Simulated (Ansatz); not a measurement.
# PN (phosphorus nitride): levels of theory compared

Wanted: a comparison of 6 runs (B3LYP/STO-3G, PBE0/STO-3G, wB97M-V/STO-3G, BCCD(T)/STO-3G, CCSD/STO-3G, UCCSD(T)/STO-3G) of PN (phosphorus nitride). 

The results are computed with Ansatz 0.2.0.

46 further runs of the same task are left out: 12 that didn't finish, 34 set aside as unsound or not needed.

**1. The structure to begin with**

The species is PN (2 atoms), meant as a singlet with charge 0. As SMILES, `N#P`. The P2–N1 distance was set to 1.864 Å, away from the relaxed value.

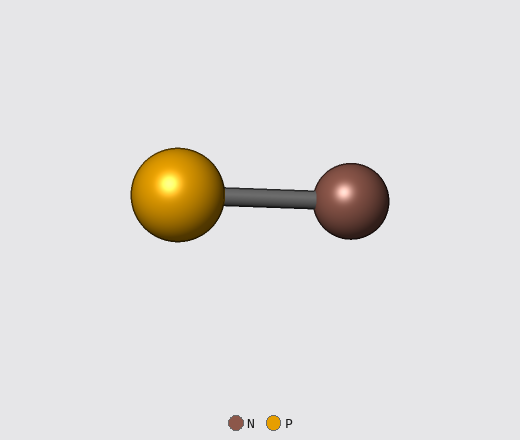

The structure, seen from a chosen angle (nitrogen brown, phosphorus amber).

**2. A single-point energy at B3LYP/STO-3G (run 1)**

job.yaml

```yaml
crystal:
  periodic: [false, false, false]
  atoms:
    - symbol: "N"
      position_ang: [0.000000, 0.000000, -0.372734]
    - symbol: P
      position_ang: [0.000000, 0.000000, 1.490866]
basis:
  gaussian:
    orbitals: STO-3G
accuracy: high
hamiltonian:
  xc: {name: B3LYP}
```

The run is started by

```console
$ ansatz run job.yaml --threads 1 --pin off --max-ram 2610MiB --events-out events.jsonl --progress --plain --runs-dir runs
```

Standard output:

```text
Warning: RAYON_NUM_THREADS=1 ignored (pool sized by the plan → 1); use --threads N
Functional definition: B3LYP
  name "B3LYP"
  parameter a0 = 0.2
  parameter ax = 0.72
  parameter ac = 0.81
  exchange = (1 - a0 - ax)*slater_x + ax*b88_x + a0*exact_x
  correlation = (1 - ac)*vwn_rpa_c + ac*lyp_c
224 factors; integrals over basis functions are off by at most 1.1e-8 eV
mean field evaluation 1: about -10631.9366 eV, gradient 7.0e1 eV
mean field evaluation 2: about -10565.9954 eV, gradient 7.7e1 eV
mean field evaluation 4: about -10602.1231 eV, gradient 8.2e1 eV
mean field evaluation 8: about -10649.9618 eV, gradient 1.6e-1 eV
mean field -10649.96199312 eV, -391.3788844435 hartree, gradient 4.4e-9 eV, S^2 0.000000; 0 other end points of the search recorded, 0 dependent functions left out
reference -10649.96201171 eV, -391.3788851267 hartree; 11, 11 occupied and 3, 3 virtual orbitals, 224 factors
Total energy: -10649.96201171 eV, -391.3788851267 hartree
```

Run time: 0.34 s. Hardware: 1 thread of Intel Xeon 6975P-C (Granite Rapids), shared host.

**3. A single-point energy at PBE0/STO-3G (run 2)**

Edit job.yaml of step 2 so:

```diff
@@ -3,3 +3,3 @@
   atoms:
-    - symbol: "N"
+    - symbol: N
       position_ang: [0.000000, 0.000000, -0.372734]
@@ -12,2 +12,2 @@
 hamiltonian:
-  xc: {name: B3LYP}
+  xc: pbe0
```

The run is started by

```console
$ ansatz run job.yaml --threads 1 --pin off --max-ram 2610MiB --events-out events.jsonl --progress --plain --runs-dir runs
```

Standard output:

```text
Warning: RAYON_NUM_THREADS=1 ignored (pool sized by the plan → 1); use --threads N
Functional definition: PBE0
  name "PBE0"
  parameter a = 0.25
  parameter kappa = 0.804
  parameter beta = 0.06672455060314922
  exchange = (1 - a)*pbe_x(kappa = kappa, mu = beta*pi^2/3) + a*exact_x
  correlation = pbe_c(beta = beta)
224 factors; integrals over basis functions are off by at most 1.1e-8 eV
mean field evaluation 1: about -10628.5071 eV, gradient 6.8e1 eV
mean field evaluation 2: about -10564.7190 eV, gradient 8.1e1 eV
mean field evaluation 4: about -10602.7010 eV, gradient 8.3e1 eV
mean field evaluation 8: about -10644.8604 eV, gradient 3.0e-4 eV
mean field -10644.86042345 eV, -391.1914052162 hartree, gradient 4.0e-9 eV, S^2 0.000000; 0 other end points of the search recorded, 0 dependent functions left out
reference -10644.86042426 eV, -391.1914052461 hartree; 11, 11 occupied and 3, 3 virtual orbitals, 224 factors
Total energy: -10644.86042426 eV, -391.1914052461 hartree
```

It took 0.34 s on 1 thread of Intel Xeon 6975P-C (Granite Rapids), shared host.

Runs 3 to 4 aren't shown in full; the table further down has their settings and results.

**4. The energy at CCSD/STO-3G (run 5)**

input.yaml

```yaml
crystal:
  periodic: [false, false, false]
  atoms:
    - symbol: N
      position_ang: [0.000000, 0.000000, -0.372734]
    - symbol: P
      position_ang: [0.000000, 0.000000, 1.490866]
basis:
  gaussian: {orbitals: STO-3G}
correlation: {method: ccsd, frozen_orbitals: {"N": 1, P: 5}}
accuracy: high
scf: {omitted_lower_state_checks: [cluster_reference, increment]}
```

The run is started by

```console
$ ansatz run input.yaml --threads 1 --pin off --max-ram 2610MiB --events-out events.jsonl --progress --plain --runs-dir runs
```

Standard output:

```text
Warning: RAYON_NUM_THREADS=1 ignored (pool sized by the plan → 1); use --threads N
[... 15 lines left out ...]
6 core orbitals not correlated: weight in the atoms' cores, before any rotation towards them, 1.000 or more for the frozen orbitals, at most 0.000 for the correlated occupied ones
[... 33 lines left out ...]
Total energy: -10631.38169266 eV, -390.6960709960 hartree
Checks for a lower state left out: cluster_reference, increment
```

Run time: 0.16 s. Hardware: 1 thread of Intel Xeon 6975P-C (Granite Rapids), shared host.

**5. The energy at UCCSD(T)/STO-3G (run 6)**

job.yaml

```yaml
crystal:
  periodic: [false, false, false]
  atoms:
    - {symbol: N, position_ang: [0.000000, 0.000000, -0.372734]}
    - {symbol: P, position_ang: [0.000000, 0.000000, 1.490866]}
basis:
  gaussian:
    orbitals: STO-3G
total_charge: 0
magnetization:
  spin_polarized: true
correlation:
  method: ccsd_t
  frozen_orbitals: {"N": 1, P: 5}
accuracy: high
scf:
  omitted_lower_state_checks: [cluster_reference, increment]
```

The run is started by

```console
$ ansatz run job.yaml --threads 1 --pin off --max-ram 2610MiB --events-out events.jsonl --progress --plain --runs-dir runs
```

Standard output:

```text
Warning: RAYON_NUM_THREADS=1 ignored (pool sized by the plan → 1); use --threads N
[... 15 lines left out ...]
6 core orbitals not correlated: weight in the atoms' cores, before any rotation towards them, 1.000 or more for the frozen orbitals, at most 0.000 for the correlated occupied ones
[... 40 lines left out ...]
Total energy: -10631.45100396 eV, -390.6986181392 hartree
Checks for a lower state left out: cluster_reference, increment
```

Run time: 0.38 s. Hardware: 1 thread of Intel Xeon 6975P-C (Granite Rapids), shared host.

**6. All runs side by side**

```csv
run,level,frozen core orbitals,energy (Eh),wall time
1,B3LYP/STO-3G,–,-391.378885,0.34 s
2,PBE0/STO-3G,–,-391.191405,0.34 s
3,wB97M-V/STO-3G,–,-391.397267,3.9 s
4,BCCD(T)/STO-3G,6,-390.699622,0.18 s
5,CCSD/STO-3G,6,-390.696071,0.16 s
6,UCCSD(T)/STO-3G,6,-390.698618,0.38 s
```

**7. Outcome**

```
                                          quantity          value
                               run 6: total energy  -390.69862 Eh
run 6: correlation energy (6 core orbitals frozen)      -76.4 mEh
                             run 6: (T) correction      -1.80 mEh
          run 6: ⟨S²⟩ of the reference determinant          1.900
                              run 6: T1 diagnostic          0.113
```

**Reading.** Totals of different functionals can't be ranked against each other. In run 5 the T1 diagnostic is large, so a single reference may not serve. In runs 4, 5 the log says that unrestricted orbitals would lower the reference, so the values rest on an unstable closed-shell determinant (other closed-shell runs at this shape may share the fault). In runs 1, 2, 3, 4, 5, 6 the basis is minimal, so the values are rough. Spin contamination of the reference: run 6 ⟨S²⟩ = 1.90. Where it is this large, the reference is a mixture of spin states, and values that rest on it are in doubt. All runs together took 5.3 s, the longest 3.9 s.
